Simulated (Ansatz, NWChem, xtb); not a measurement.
**Ligand exchange: AgF + InH3 → AgH + InH2F**

Gas-phase species: AgF, singlet; InH3 `[InH3]`, singlet; AgH, singlet; InH2F `[F][InH2]`, singlet. The partners trade F for H: Ag–F and In–H bonds give way to Ag–H and In–F.

Shapes, held fixed at every level: PBE0-D4/def2-TZVP; AgH at the measured bond length. Programs: Ansatz 0.2.0, NWChem 7.3.0, xtb 6.7.1. Electronic energies: no zero-point or thermal term.

```csv
level,kind,ΔE (kJ/mol)
GFN0-xTB,semi-empirical,-28.1
HF/def2-SVP,Hartree–Fock,-50.1
SVWN5/STO-3G,LDA,-11.8
wB97M-V/STO-3G,range-separated hybrid,-27.0
CCSD/STO-3G,coupled cluster or CI,-20.2
CCSDT(Q)/STO-3G,coupled cluster or CI,+10.3
CCSDTQ/STO-3G,coupled cluster or CI,+5.2
PBE0/def2-SVP,global hybrid,-89.2
```

PBE0/def2-SVP gives ΔE = -89.2 kJ/mol; the levels span -89.2 to +10.3. They disagree on the sign: 2 of 8 are positive. GFN0-xTB strays far from the other rows. The median of the levels is -23.6. No measured value is set beside it here. For atoms past krypton def2 sets carry core potentials with scalar relativity. All-electron rows are non-relativistic unless named. Outer-core shells of Ag, In are correlated, in sets that cover them unevenly. Rows in sets without polarisation functions are far from converged.

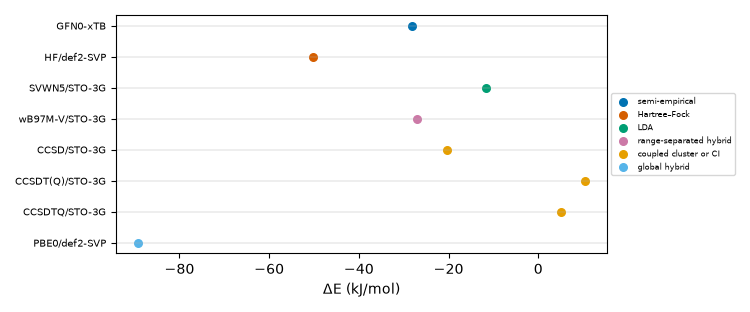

The values of the table, level by level.
